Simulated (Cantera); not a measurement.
Charge: 1 mol CuO, 14 mol CO, 0.82 mol N₂, held at 2425 K.

Equilibrium computed with Cantera from the NASA thermochemical tables; the gas is ideal and each condensed phase is pure. Candidate condensed phases: C, Cu, CuO, Cu₂O; 27 gas species. Kinetics and transport are ignored.

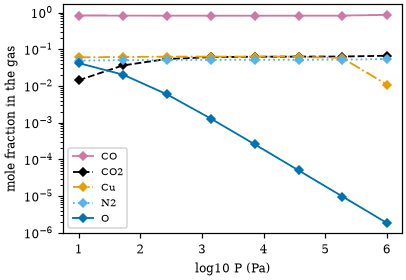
Figure. Equilibrium gas composition (values under 1e-9 drawn at 1e-9)

Question: Read off the mole fractions at 0.000520 bar.

Answer: CO about 0.83, Cu about 0.062, N₂ about 0.050, CO₂ about 0.036, O about 0.020.
